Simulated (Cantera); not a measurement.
Feed: 1 mol H₂S, 0.024 mol O₂, at 38.0 bar.

Equilibrium computed with Cantera from the NASA thermochemical tables; the gas is ideal and each condensed phase is pure. Candidate condensed phases: H₂O, H₂SO₄, S; 19 gas species. The ideal-gas law is rough above about 30 bar. Equilibrium is a limit: real reactors are often held back by kinetics, nucleation or transport.

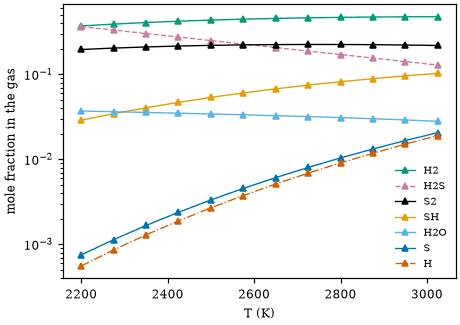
Figure. Equilibrium gas composition (values under 1e-9 drawn at 1e-9)

From 2200 K to 3025 K nothing is condensed.
